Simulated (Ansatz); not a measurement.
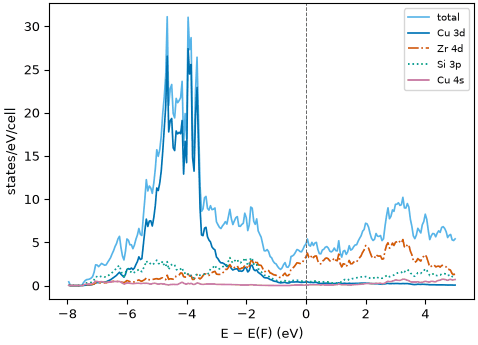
Fig. 1. Total and projected density of states of Zr$_{3}$Cu$_{4}$Si$_{4}$ in space group Immm (No. 71; Pearson symbol oI22), r²SCAN (plane waves, PAW; program Ansatz)

**Question.** Which orbitals carry the states next to the Fermi level?

**Answer.** Within 0.5 eV of the Fermi level: Zr 4d 67 %, Si 3p 12 %, Cu 3d 9 %, outside the projected shells 8 %. Projections are on Löwdin-orthogonalised atomic valence shells; empty p or d shells of many metals are not among them.

**Question.** Where is the tallest occupied peak in this window, and what makes it?

**Answer.** Near -4.6 eV, about 31 states/eV per cell; the largest projected share is Cu 3d.

The first step of the workflow began from a Materials Project structure, measured or hypothetical; the Crystallography Open Database copy checked does not list it. Whether it is the stable phase at ambient conditions was not checked. Symmetry was held in the r²SCAN relaxation; whether a distortion lowers the energy is not shown. No spin polarisation was allowed. Spin–orbit coupling is left out wherever it is not named.

Potentials: the later of the program's two PAW sets.
